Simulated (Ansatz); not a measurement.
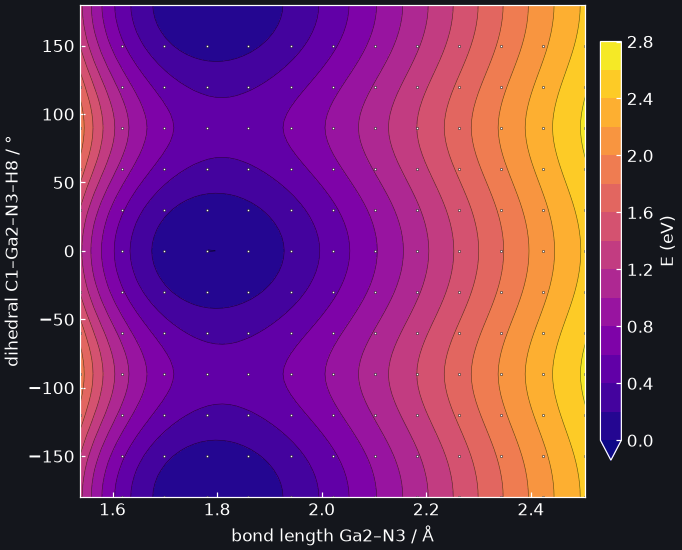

CH5FGaN, SMILES [CH3][Ga]([NH2])[F]. First axis: bond length Ga2–N3. Second axis: dihedral C1–Ga2–N3–H8. Nothing is relaxed (all other coordinates rigid). Grid: 13 × 12 points. Points are written as (first, second). Energies are in eV, from the lowest grid point. Theory: RKS SPW92 (LDA)/def2-TZVP in Ansatz.

Drawn: filled contours, dots at the grid points. Between grid points the surface is interpolated.

The lowest grid point is at (1.780 Å, 0°); the map holds 2 wells of about this depth. The highest grid point, (2.504 Å, 90°), lies 2.63 eV above the lowest. On the interpolated surface the easiest way out of the lowest well to the well at (1.780 Å, −180°) passes a barrier of about 0.47 eV. Round the minimum the two coordinates are nearly uncoupled.

The system is changed to CH₅ClGaN, SMILES [CH3][Ga]([NH2])[Cl]; the new grid has 15 × 15 points, laid about the new relaxed structure.

> What will the new map look like?

The minimum (interpolated where it lies between grid points) moves from about (1.789 Å, 0°) to about (1.790 Å, −180°). The easiest pass out of the lowest well goes from about 0.47 to about 0.51 eV on the interpolated surfaces. The curvature at the minimum changes by less than a tenth (about 25) eV/Å² along bond length Ga2–N3 and by less than a tenth (about 0.92) eV/rad² along dihedral C1–Ga2–N3–H8.

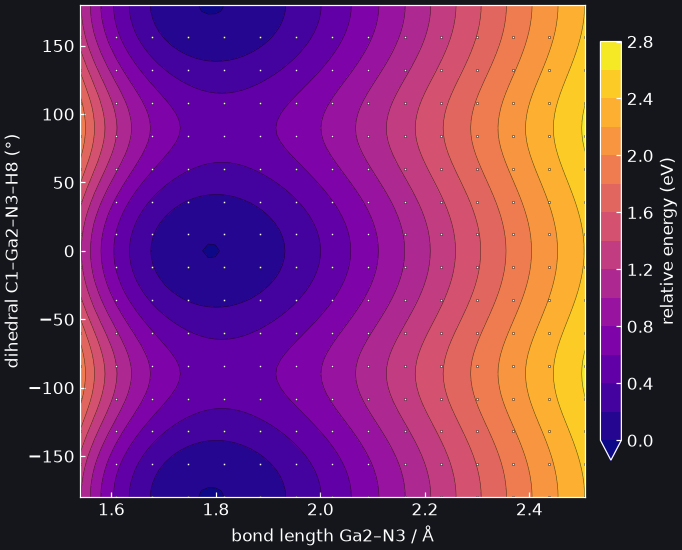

The map after the change, on a colour scale of its own. Drawn: filled contours, dots at the grid points. Between grid points the surface is interpolated.
